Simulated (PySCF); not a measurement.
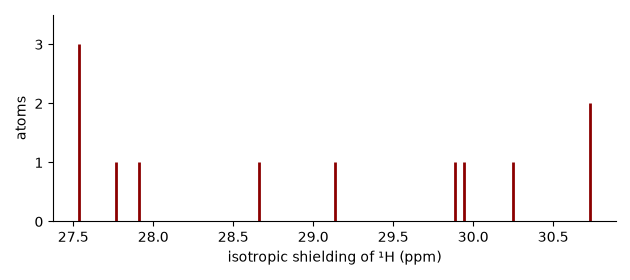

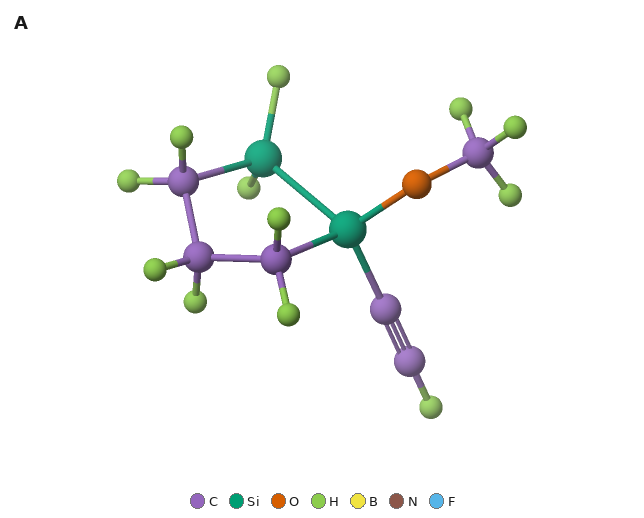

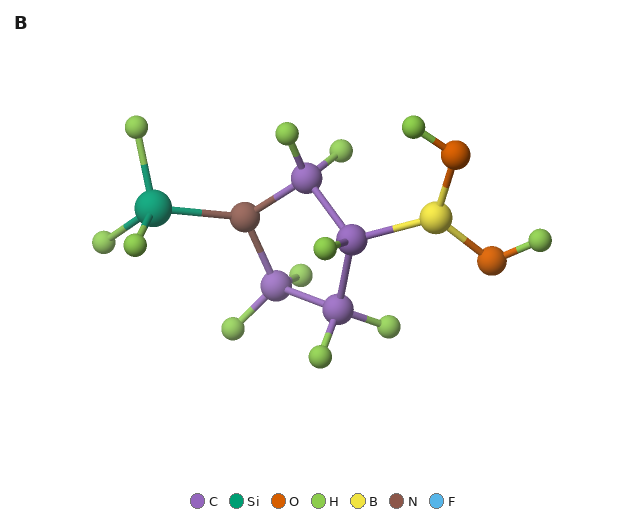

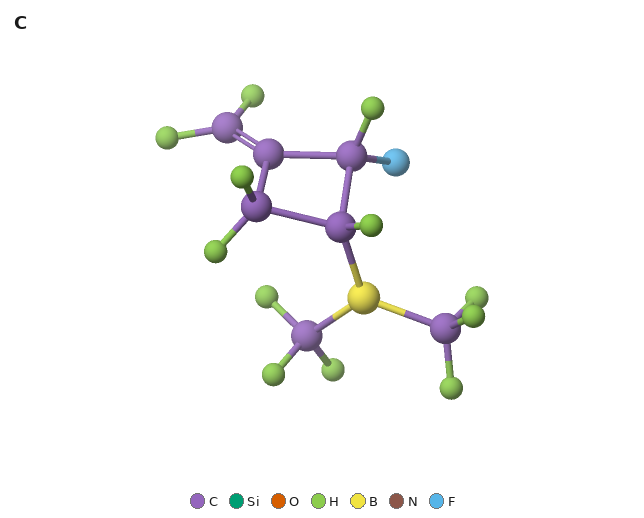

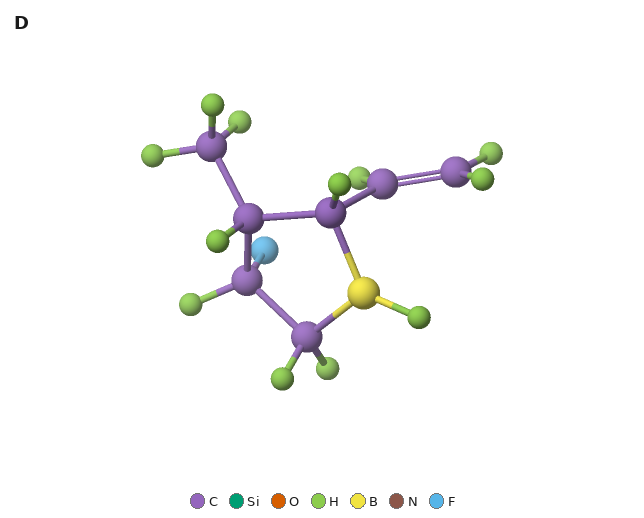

The sticks are computed shieldings of one of the molecules, for one fixed geometry (PBE0-D3(BJ)/def2-SVP) without averaging over rotations. Low shielding means a high chemical shift. Method: GIAO PBE0/pcSseg-1 NMR shielding, non-relativistic, gas phase (PySCF 2.14.0).

Match the spectrum to a structure.

Answer. A, `C#C[Si@]1(OC)CCC[SiH2]1`. Its 12 H atoms give lines at 27.53 (3 atoms), 27.77, 27.91, 28.66, 29.14, 29.89, 29.94, 30.25, 30.73 (2 atoms) ppm.
